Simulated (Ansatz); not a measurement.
# Nudged elastic band, with input and output: AlSiH7O

System: AlSiH7O.
Method: RHF/cc-pVDZ (Ansatz 0.2.0).

It belongs to a series of runs on one base structure; here: band between the two ends.

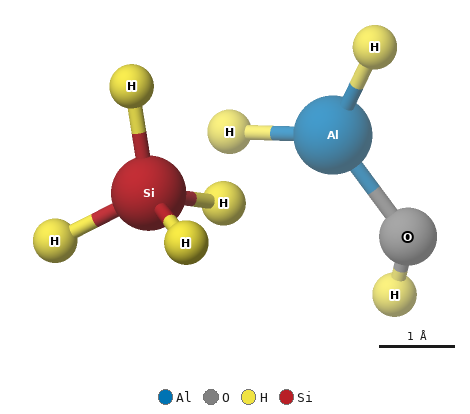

**Figure 1.** The starting structure (ball-and-stick view, seen at a tilt). Sticks mark near contacts.

### Key numbers

```csv
quantity,value
outcome,converged
"barrier, forward",2.121 eV
"barrier, backward",1.652 eV
hardware,"1 thread of Arm Neoverse V2, 24 GiB of memory available, shared host"
wall time,3.9 min
peak memory,0.15 GiB
```

### Remarks

The order of the saddle point was not checked.

### Input
```yaml
crystal:
  periodic: [false, false, false]
  atoms:
    - { symbol: Al, position_ang: [-0.084625, -0.763868, 0.205881] }
    - { symbol: O, position_ang: [-0.221689, -1.565816, 1.71744] }
    - { symbol: H, position_ang: [-1.015741, -1.760343, 2.186932] }
    - { symbol: H, position_ang: [1.374321, -0.587061, -0.362365] }
    - { symbol: H, position_ang: [-1.390371, -0.305647, -0.563464] }
    - { symbol: Si, position_ang: [0.206674, 3.46497, 1.11829] }
    - { symbol: H, position_ang: [0.975171, 3.988569, 2.275262] }
    - { symbol: H, position_ang: [0.91652, 3.77319, -0.148422] }
    - { symbol: H, position_ang: [-1.15113, 4.065245, 1.097947] }
    - { symbol: H, position_ang: [0.07607, 1.986563, 1.2516] }
basis:
  gaussian: { orbitals: cc-pVDZ }
hamiltonian:
  xc: hf
neb:
  order_check: false
  images: 5
  f_tol: 0.03
  max_iterations: 60
  spring: 0.5
  final_atoms:
    - { symbol: Al, position_ang: [0.08449818, 0.49626534, 0.01036936] }
    - { symbol: O, position_ang: [-0.23576057, -0.41575556, 1.85537721] }
    - { symbol: H, position_ang: [-1.11988406, -0.63722301, 2.12089613] }
    - { symbol: H, position_ang: [1.49334218, -0.15666312, -0.35657566] }
    - { symbol: H, position_ang: [-1.2476101, -0.08520266, -0.65577658] }
    - { symbol: Si, position_ang: [0.10045993, 2.91339063, 0.66685305] }
    - { symbol: H, position_ang: [0.95533118, 3.14756112, 1.88042141] }
    - { symbol: H, position_ang: [0.63910475, 3.80970536, -0.40226533] }
    - { symbol: H, position_ang: [-1.25519696, 3.44109512, 1.02610447] }
    - { symbol: H, position_ang: [0.27091546, -0.21737123, 2.63369694] }
  initial_path:
    images:
      - { positions_ang: [[-0.084625, -0.763868, 0.205881], [-0.221689, -1.565816, 1.71744], [-1.015741, -1.760343, 2.186932], [1.374321, -0.587061, -0.362365], [-1.390371, -0.305647, -0.563464], [0.206674, 3.46497, 1.11829], [0.975171, 3.988569, 2.275262], [0.91652, 3.77319, -0.148422], [-1.15113, 4.065245, 1.097947], [0.07607, 1.986563, 1.2516]] }
      - { positions_ang: [[-0.05203774, -0.50429138, 0.13062259], [-0.14754006, -1.05062302, 1.84822019], [-0.98010315, -1.27789668, 2.27022798], [1.37242008, -0.37923603, -0.50550309], [-1.37134014, -0.19742598, -0.64489968], [0.17428262, 3.13838543, 1.02806188], [0.87602008, 3.49492093, 2.24763551], [0.92567364, 3.60988775, -0.11422472], [-1.18049975, 3.72454572, 1.02548666], [0.0683244, 1.73753525, 1.49347369]] }
      - { positions_ang: [[-0.01945048, -0.24471476, 0.05536417], [-0.07339111, -0.53543004, 1.97900038], [-0.9444653, -0.79545036, 2.35352395], [1.37051917, -0.17141106, -0.64864118], [-1.35230927, -0.08920496, -0.72633537], [0.14189124, 2.81180086, 0.93783376], [0.77686917, 3.00127286, 2.22000902], [0.93482728, 3.4465855, -0.08002743], [-1.2098695, 3.38384644, 0.95302632], [0.06057881, 1.4885075, 1.73534737]] }
      - { positions_ang: [[0.01313678, 0.01486186, -0.01989424], [0.00075783, -0.02023706, 2.10978057], [-0.90882745, -0.31300404, 2.43681993], [1.36861825, 0.03641391, -0.79177927], [-1.33327841, 0.01901607, -0.80777105], [0.10949986, 2.4852163, 0.84760564], [0.67771825, 2.50762479, 2.19238253], [0.94398092, 3.28328326, -0.04583015], [-1.23923924, 3.04314716, 0.88056598], [0.05283321, 1.23947975, 1.97722106]] }
      - { positions_ang: [[0.03692391, 0.17532969, -0.00980637], [-0.07808164, -0.15207656, 2.02497945], [-0.97917965, -0.42107703, 2.331512], [1.41019289, -0.0279451, -0.6467114], [-1.30472231, -0.01572351, -0.75710623], [0.10648655, 2.62794107, 0.78735478], [0.77025589, 2.7209369, 2.08839549], [0.84235553, 3.45875729, -0.16464187], [-1.24455848, 3.17579648, 0.92907881], [0.1255273, 0.75386276, 2.19604635]] }
      - { positions_ang: [[0.06071104, 0.33579752, 0.00028149], [-0.1569211, -0.28391606, 1.94017833], [-1.04953185, -0.52915002, 2.22620406], [1.45176754, -0.09230411, -0.50164353], [-1.2761662, -0.05046309, -0.70644141], [0.10347324, 2.77066585, 0.72710392], [0.86279353, 2.93424901, 1.98440845], [0.74073014, 3.63423133, -0.2834536], [-1.24987772, 3.3084458, 0.97759164], [0.19822138, 0.26824576, 2.41487165]] }
      - { positions_ang: [[0.08449818, 0.49626534, 0.01036936], [-0.23576057, -0.41575556, 1.85537721], [-1.11988406, -0.63722301, 2.12089613], [1.49334218, -0.15666312, -0.35657566], [-1.2476101, -0.08520266, -0.65577658], [0.10045993, 2.91339063, 0.66685305], [0.95533118, 3.14756112, 1.88042141], [0.63910475, 3.80970536, -0.40226533], [-1.25519696, 3.44109512, 1.02610447], [0.27091546, -0.21737123, 2.63369694]] }
```

Run as:
```bash
ansatz run input.yaml --threads 1 --pin off --max-ram 2048MiB --backend cpu --events-out ev --progress --plain --runs-dir out
```

### Log
```
Engine: ansatz 0.2.0, aarch64-unknown-linux-gnu
Functional definition: HF
  exchange = exact_x
  correlation = 0
921 factors; integrals over basis functions are off by at most 4.1e-4 eV
mean field evaluation 1: about -16590.4844 eV, gradient 3.7e1 eV
mean field evaluation 2: about -16590.5375 eV, gradient 3.7e1 eV
mean field evaluation 4: about -16593.6778 eV, gradient 2.5e0 eV
mean field evaluation 8: about -16593.7199 eV, gradient 7.0e-2 eV
mean field -16593.71990301 eV, -609.8079588082 hartree, gradient 2.6e-5 eV, S^2 0.000000; 0 other end points of the search recorded, 0 dependent functions left out
the calculation of the forces begins
reference -16593.71990301 eV, -609.8079588082 hartree; 21, 21 occupied and 64, 64 virtual orbitals, 921 factors
922 factors; integrals over basis functions are off by at most 1.2e-3 eV
mean field evaluation 16: about -16593.2153 eV, gradient 2.9e0 eV
mean field -16593.25071135 eV, -609.7907163329 hartree, gradient 1.6e-5 eV, S^2 0.000000; 0 other end points of the search recorded, 0 dependent functions left out
[... from here on the field's lines of each further geometry are left out, up to the last ...]
NEB iter   1: max|band force component| = 9.914e0 eV/Å  barrier→ = 3.9158 eV  barrier← = 3.4466 eV  Δτ_max = 0.2000 Å  (216 SCF iters)
NEB iter   2: max|band force component| = 2.417e0 eV/Å  barrier→ = 2.6998 eV  barrier← = 2.2306 eV  Δτ_max = 0.2000 Å  (146 SCF iters)
NEB iter   3: max|band force component| = 1.892e0 eV/Å  barrier→ = 2.1082 eV  barrier← = 1.6390 eV  Δτ_max = 0.1981 Å  (147 SCF iters)
NEB iter   4: max|band force component| = 8.426e-1 eV/Å  barrier→ = 1.8293 eV  barrier← = 1.3602 eV  Δτ_max = 0.1962 Å  (147 SCF iters)
NEB iter   5: max|band force component| = 1.279e0 eV/Å  barrier→ = 1.9387 eV  barrier← = 1.4695 eV  Δτ_max = 0.0996 Å  (147 SCF iters)
NEB iter   6: max|band force component| = 1.022e0 eV/Å  barrier→ = 2.0211 eV  barrier← = 1.5519 eV  CI = image 3  Δτ_max = 0.1996 Å  (151 SCF iters)
NEB iter   7: max|band force component| = 1.233e0 eV/Å  barrier→ = 2.2605 eV  barrier← = 1.7913 eV  CI = image 3  Δτ_max = 0.2000 Å  (149 SCF iters)
NEB iter   8: max|band force component| = 1.906e0 eV/Å  barrier→ = 2.2266 eV  barrier← = 1.7574 eV  CI = image 3  Δτ_max = 0.0975 Å  (155 SCF iters)
NEB iter   9: max|band force component| = 1.158e0 eV/Å  barrier→ = 2.1860 eV  barrier← = 1.7168 eV  CI = image 3  Δτ_max = 0.1380 Å  (149 SCF iters)
NEB iter  10: max|band force component| = 2.260e-1 eV/Å  barrier→ = 2.1648 eV  barrier← = 1.6956 eV  CI = image 3  Δτ_max = 0.0673 Å  (146 SCF iters)
NEB iter  11: max|band force component| = 1.292e-1 eV/Å  barrier→ = 2.1570 eV  barrier← = 1.6879 eV  CI = image 3  Δτ_max = 0.0769 Å  (151 SCF iters)
NEB iter  12: max|band force component| = 9.441e-2 eV/Å  barrier→ = 2.1545 eV  barrier← = 1.6853 eV  CI = image 3  Δτ_max = 0.0371 Å  (150 SCF iters)
NEB iter  13: max|band force component| = 6.879e-2 eV/Å  barrier→ = 2.1514 eV  barrier← = 1.6822 eV  CI = image 3  Δτ_max = 0.0650 Å  (151 SCF iters)
NEB iter  14: max|band force component| = 6.435e-2 eV/Å  barrier→ = 2.1473 eV  barrier← = 1.6781 eV  CI = image 3  Δτ_max = 0.0325 Å  (151 SCF iters)
NEB iter  15: max|band force component| = 7.335e-2 eV/Å  barrier→ = 2.1451 eV  barrier← = 1.6759 eV  CI = image 3  Δτ_max = 0.0163 Å  (151 SCF iters)
NEB iter  16: max|band force component| = 5.904e-2 eV/Å  barrier→ = 2.1441 eV  barrier← = 1.6749 eV  CI = image 3  Δτ_max = 0.0163 Å  (151 SCF iters)
NEB iter  17: max|band force component| = 4.161e-2 eV/Å  barrier→ = 2.1430 eV  barrier← = 1.6738 eV  CI = image 3  Δτ_max = 0.0163 Å  (152 SCF iters)
NEB iter  18: max|band force component| = 3.599e-2 eV/Å  barrier→ = 2.1419 eV  barrier← = 1.6727 eV  CI = image 3  Δτ_max = 0.0163 Å  (154 SCF iters)
NEB iter  19: max|band force component| = 3.052e-2 eV/Å  barrier→ = 2.1408 eV  barrier← = 1.6716 eV  CI = image 3  Δτ_max = 0.0163 Å  (152 SCF iters)
NEB iter  20: max|band force component| = 4.779e-2 eV/Å  barrier→ = 2.1397 eV  barrier← = 1.6705 eV  CI = image 3  Δτ_max = 0.0081 Å  (152 SCF iters)
NEB iter  21: max|band force component| = 3.734e-2 eV/Å  barrier→ = 2.1391 eV  barrier← = 1.6699 eV  CI = image 3  Δτ_max = 0.0081 Å  (131 SCF iters)
NEB iter  22: max|band force component| = 3.712e-2 eV/Å  barrier→ = 2.1386 eV  barrier← = 1.6694 eV  CI = image 3  Δτ_max = 0.0081 Å  (133 SCF iters)
NEB iter  23: max|band force component| = 2.693e-2 eV/Å  barrier→ = 2.1380 eV  barrier← = 1.6688 eV  CI = image 3  Δτ_max = 0.0081 Å  (132 SCF iters)
NEB iter  24: max|band force component| = 3.088e-2 eV/Å  barrier→ = 2.1375 eV  barrier← = 1.6683 eV  CI = image 3  Δτ_max = 0.0163 Å  (23 SCF iters)
NEB iter  25: max|band force component| = 3.597e-2 eV/Å  barrier→ = 2.1364 eV  barrier← = 1.6673 eV  CI = image 3  Δτ_max = 0.0163 Å  (154 SCF iters)
NEB iter  26: max|band force component| = 3.489e-2 eV/Å  barrier→ = 2.1354 eV  barrier← = 1.6662 eV  CI = image 3  Δτ_max = 0.0163 Å  (152 SCF iters)
NEB iter  27: max|band force component| = 3.611e-2 eV/Å  barrier→ = 2.1344 eV  barrier← = 1.6652 eV  CI = image 3  Δτ_max = 0.0163 Å  (154 SCF iters)
NEB iter  28: max|band force component| = 3.383e-2 eV/Å  barrier→ = 2.1334 eV  barrier← = 1.6642 eV  CI = image 3  Δτ_max = 0.0325 Å  (153 SCF iters)
NEB iter  29: max|band force component| = 3.392e-2 eV/Å  barrier→ = 2.1314 eV  barrier← = 1.6622 eV  CI = image 3  Δτ_max = 0.0326 Å  (151 SCF iters)
NEB iter  30: max|band force component| = 1.449e-1 eV/Å  barrier→ = 2.1296 eV  barrier← = 1.6604 eV  CI = image 3  Δτ_max = 0.0163 Å  (152 SCF iters)
NEB iter  31: max|band force component| = 3.754e-2 eV/Å  barrier→ = 2.1287 eV  barrier← = 1.6595 eV  CI = image 3  Δτ_max = 0.0325 Å  (154 SCF iters)
NEB iter  32: max|band force component| = 4.070e-2 eV/Å  barrier→ = 2.1271 eV  barrier← = 1.6579 eV  CI = image 3  Δτ_max = 0.0325 Å  (152 SCF iters)
NEB iter  33: max|band force component| = 4.478e-2 eV/Å  barrier→ = 2.1256 eV  barrier← = 1.6564 eV  CI = image 3  Δτ_max = 0.0325 Å  (152 SCF iters)
NEB iter  34: max|band force component| = 4.657e-2 eV/Å  barrier→ = 2.1243 eV  barrier← = 1.6551 eV  CI = image 3  Δτ_max = 0.0325 Å  (152 SCF iters)
NEB iter  35: max|band force component| = 4.726e-2 eV/Å  barrier→ = 2.1232 eV  barrier← = 1.6540 eV  CI = image 3  Δτ_max = 0.0325 Å  (152 SCF iters)
NEB iter  36: max|band force component| = 4.734e-2 eV/Å  barrier→ = 2.1224 eV  barrier← = 1.6532 eV  CI = image 3  Δτ_max = 0.0325 Å  (152 SCF iters)
NEB iter  37: max|band force component| = 3.387e-2 eV/Å  barrier→ = 2.1217 eV  barrier← = 1.6525 eV  CI = image 3  Δτ_max = 0.0325 Å  (151 SCF iters)
NEB iter  38: max|band force component| = 6.105e-2 eV/Å  barrier→ = 2.1212 eV  barrier← = 1.6520 eV  CI = image 3  Δτ_max = 0.0163 Å  (152 SCF iters)
NEB iter  39: max|band force component| = 3.493e-2 eV/Å  barrier→ = 2.1210 eV  barrier← = 1.6518 eV  CI = image 3  Δτ_max = 0.0325 Å  (152 SCF iters)
the calculation of the forces begins
reference -16593.22906744 eV, -609.7899209338 hartree; 21, 21 occupied and 64, 64 virtual orbitals, 922 factors
922 factors; integrals over basis functions are off by at most 1.6e-3 eV
mean field evaluation 1472: about -16590.8006 eV, gradient 2.1e1 eV
mean field -16591.59895344 eV, -609.7300153491 hartree, gradient 1.6e-5 eV, S^2 0.000000; 1 other end points of the search recorded, 0 dependent functions left out
the calculation of the forces begins
reference -16591.59895344 eV, -609.7300153491 hartree; 21, 21 occupied and 64, 64 virtual orbitals, 922 factors
NEB iter  40: max|band force component| = 2.130e-2 eV/Å  barrier→ = 2.1209 eV  barrier← = 1.6518 eV  CI = image 3  Δτ_max = 0.0000 Å  (339 SCF iters)
```

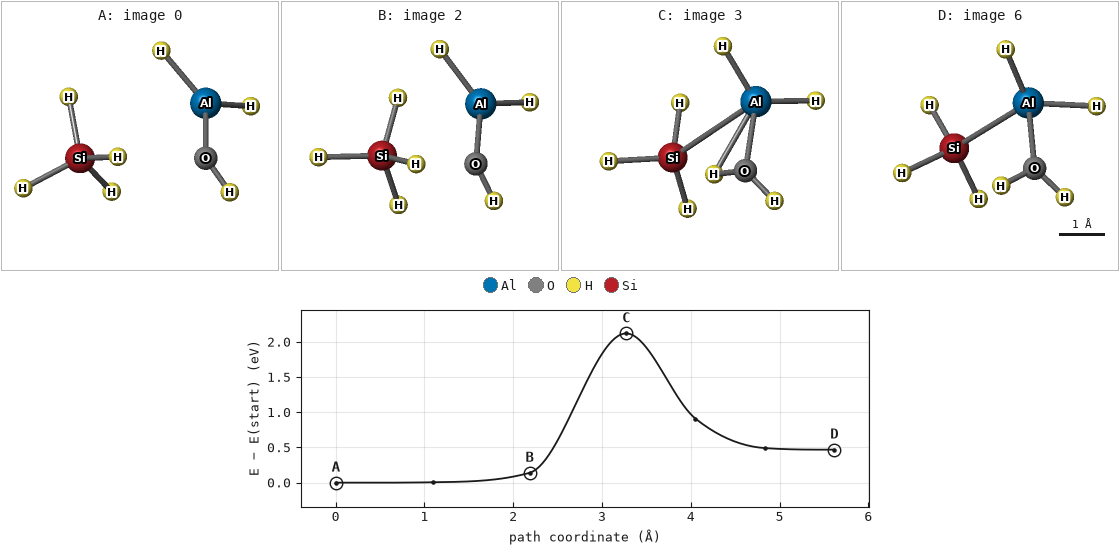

**Figure 2.** Images of the last band (counted from 0; ball-and-stick, seen at a tilt) above the energy along the path; the line is a cubic interpolation that uses the forces. The highest image is number 3, 2.121 eV above the start and 1.652 eV above the end (the climbing image); the end lies 0.469 eV above the start. The path is 5.61 Å long. The band converged in 40 iterations.

```
Total energy: -16591.59895344 eV, -609.7300153491 hartree
Atom 0 at     0.148180     0.089474     0.081802 Å, force    -0.003210    -0.001261     0.002988 eV/Å
Atom 1 at    -0.227057    -0.303104     1.864808 Å, force     0.007108    -0.000313     0.000233 eV/Å
Atom 2 at    -1.061025    -0.638129     2.172376 Å, force    -0.003061     0.003618    -0.003252 eV/Å
Atom 3 at     1.648498    -0.156814    -0.326908 Å, force     0.000803     0.000141     0.000245 eV/Å
Atom 4 at    -1.107046    -0.048821    -0.867179 Å, force     0.000990    -0.000881    -0.000025 eV/Å
Atom 5 at     0.081790     2.700899     1.087883 Å, force     0.000392     0.000671    -0.002562 eV/Å
Atom 6 at     1.189066     3.261411     1.912851 Å, force     0.001420     0.000326     0.000233 eV/Å
Atom 7 at     0.375401     3.055272    -0.339668 Å, force    -0.001315    -0.000265     0.001808 eV/Å
Atom 8 at    -1.185066     3.401521     1.449800 Å, force    -0.000022    -0.000075     0.001581 eV/Å
Atom 9 at    -0.177541     0.934093     1.743336 Å, force    -0.003106    -0.001961    -0.001249 eV/Å
Dipole moment:    -0.326901    -0.331843     0.202339 e Å
this run last wrote the band of iteration 40 to [file]; this run last wrote the band within `neb.f_tol` of iteration 23 to [file]
```

### The last band as extended XYZ (Å, eV, eV/Å)
```
10
Properties=species:S:1:pos:R:3:forces:R:3 image=0 energy=-16593.71990
Al   -0.0846   -0.7639    0.2059   -0.0118  -0.0223  -0.0062
O    -0.2217   -1.5658    1.7174    0.0188   0.0046   0.0017
H    -1.0157   -1.7603    2.1869   -0.0107   0.0034  -0.0053
H     1.3743   -0.5871   -0.3624    0.0011   0.0073   0.0064
H    -1.3904   -0.3056   -0.5635    0.0027   0.0072   0.0040
Si    0.2067    3.4650    1.1183   -0.0070   0.0109  -0.0101
H     0.9752    3.9886    2.2753    0.0013  -0.0109  -0.0029
H     0.9165    3.7732   -0.1484   -0.0003   0.0006   0.0032
H    -1.1511    4.0652    1.0979    0.0020  -0.0027   0.0003
H     0.0761    1.9866    1.2516    0.0038   0.0019   0.0089
10
Properties=species:S:1:pos:R:3:forces:R:3 image=1 energy=-16593.71470
Al    0.0305   -0.5219    0.2359   -0.0030  -0.0023  -0.0056
O    -0.2914   -1.3427    1.7094    0.0075  -0.0217   0.0154
H    -1.1373   -1.5075    2.0916   -0.0059  -0.0083  -0.0111
H     1.5468   -0.3730   -0.1683   -0.0017  -0.0038   0.0029
H    -1.1684   -0.0437   -0.6818   -0.0027  -0.0013   0.0019
Si    0.1429    3.2326    1.1140    0.0015   0.0087  -0.0034
H     1.1758    3.8393    1.9884   -0.0025   0.0070  -0.0023
H     0.5290    3.3627   -0.3126   -0.0012   0.0076   0.0043
H    -1.1775    3.8664    1.3510    0.0055   0.0059  -0.0006
H     0.0350    1.7834    1.4515    0.0025   0.0084  -0.0015
10
Properties=species:S:1:pos:R:3:forces:R:3 image=2 energy=-16593.58062
Al    0.1025   -0.2869    0.1861   -0.0254  -0.1295   0.0346
O    -0.2390   -0.9179    1.7543    0.0081  -0.2290  -0.0274
H    -1.0888   -0.9165    2.1630   -0.0104  -0.0951  -0.0043
H     1.6220   -0.1798   -0.2301   -0.0157  -0.0123   0.0278
H    -1.0811    0.0063   -0.8272    0.0007   0.0186   0.0191
Si    0.0793    2.9436    1.1372    0.0009   0.0850   0.0151
H     1.1918    3.4630    1.9631    0.0075   0.0721   0.0122
H     0.3910    3.0697   -0.3074   -0.0012   0.0064   0.0085
H    -1.2038    3.6113    1.4550   -0.0007   0.0772   0.0062
H    -0.0889    1.5029    1.4851    0.0361   0.2066  -0.0918
10
Properties=species:S:1:pos:R:3:forces:R:3 image=3 energy=-16591.59895
Al    0.1482    0.0895    0.0818   -0.0032  -0.0013   0.0030
O    -0.2271   -0.3031    1.8648    0.0071  -0.0003   0.0002
H    -1.0610   -0.6381    2.1724   -0.0031   0.0036  -0.0033
H     1.6485   -0.1568   -0.3269    0.0008   0.0001   0.0002
H    -1.1070   -0.0488   -0.8672    0.0010  -0.0009   0.0000
Si    0.0818    2.7009    1.0879    0.0004   0.0007  -0.0026
H     1.1891    3.2614    1.9129    0.0014   0.0003   0.0002
H     0.3754    3.0553   -0.3397   -0.0013  -0.0003   0.0018
H    -1.1851    3.4015    1.4498    0.0000  -0.0001   0.0016
H    -0.1775    0.9341    1.7433   -0.0031  -0.0020  -0.0012
10
Properties=species:S:1:pos:R:3:forces:R:3 image=4 energy=-16592.80981
Al    0.1683    0.3358    0.0165    0.0466   0.3378  -0.0959
O    -0.2369   -0.2985    1.9125   -0.0213   0.0211   0.0661
H    -1.0643   -0.6974    2.1561   -0.0234  -0.0763  -0.0331
H     1.6119   -0.2152   -0.3452   -0.0254  -0.0853   0.0081
H    -1.1214   -0.0933   -0.8172    0.0114  -0.0672   0.0551
Si    0.1385    2.7454    0.8575    0.0651   0.0510  -0.3183
H     1.1933    3.1822    1.8335   -0.0103  -0.0969  -0.0884
H     0.4021    3.4138   -0.4382    0.0506   0.4849  -0.1295
H    -1.1433    3.3074    1.4116    0.0437  -0.1300  -0.0829
H    -0.2630    0.6155    2.1918   -0.1370  -0.4390   0.6187
10
Properties=species:S:1:pos:R:3:forces:R:3 image=5 energy=-16593.22907
Al    0.1310    0.4447   -0.0101   -0.0047   0.0127   0.0005
O    -0.2468   -0.3197    1.8960   -0.0045   0.0032  -0.0076
H    -1.0696   -0.7724    2.0399   -0.0075  -0.0133  -0.0188
H     1.5261   -0.2377   -0.3673   -0.0064  -0.0041   0.0092
H    -1.1969   -0.1246   -0.6964   -0.0029  -0.0087   0.0163
Si    0.1586    2.8498    0.6809   -0.0046   0.0141  -0.0249
H     1.1619    3.0979    1.7714    0.0124   0.0054  -0.0240
H     0.4811    3.7928   -0.4298    0.0144   0.0564   0.0061
H    -1.1496    3.2967    1.2652   -0.0071  -0.0042  -0.0290
H    -0.1106    0.2682    2.6293    0.0109  -0.0614   0.0722
10
Properties=species:S:1:pos:R:3:forces:R:3 image=6 energy=-16593.25071
Al    0.0845    0.4963    0.0104   -0.0087   0.0010  -0.0041
O    -0.2358   -0.4158    1.8554    0.0295   0.0063  -0.0032
H    -1.1199   -0.6372    2.1209   -0.0099   0.0019   0.0092
H     1.4933   -0.1567   -0.3566   -0.0008  -0.0004   0.0065
H    -1.2476   -0.0852   -0.6558    0.0018  -0.0034   0.0014
Si    0.1005    2.9134    0.6669    0.0126  -0.0252  -0.0011
H     0.9553    3.1476    1.8804   -0.0055   0.0084  -0.0097
H     0.6391    3.8097   -0.4023   -0.0048   0.0112   0.0103
H    -1.2552    3.4411    1.0261    0.0032   0.0048   0.0015
H     0.2709   -0.2174    2.6337   -0.0174  -0.0047  -0.0107
```
